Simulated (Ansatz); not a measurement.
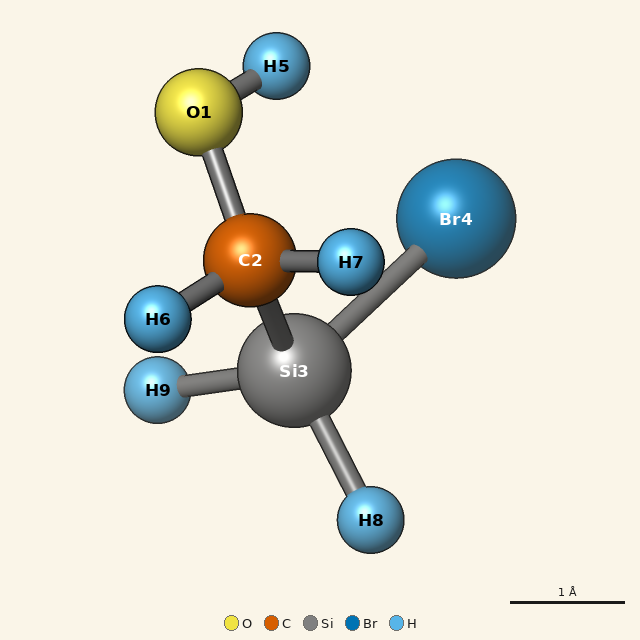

The atoms are numbered. The geometry was computed by an optimisation with PBE-D4/def2-SVP. No frequency run is at hand to confirm it as a minimum.

Give the bond lengths.

```json
{"bond": "O1–C2", "length (Å)": "1.418", "order": "single"}
{"bond": "O1–H5", "length (Å)": "0.979", "order": "single"}
{"bond": "C2–Si3", "length (Å)": "1.906", "order": "single"}
{"bond": "C2–H6", "length (Å)": "1.113", "order": "single"}
{"bond": "C2–H7", "length (Å)": "1.120", "order": "single"}
{"bond": "Si3–Br4", "length (Å)": "2.262", "order": "single"}
{"bond": "Si3–H8", "length (Å)": "1.504", "order": "single"}
{"bond": "Si3–H9", "length (Å)": "1.500", "order": "single"}
```
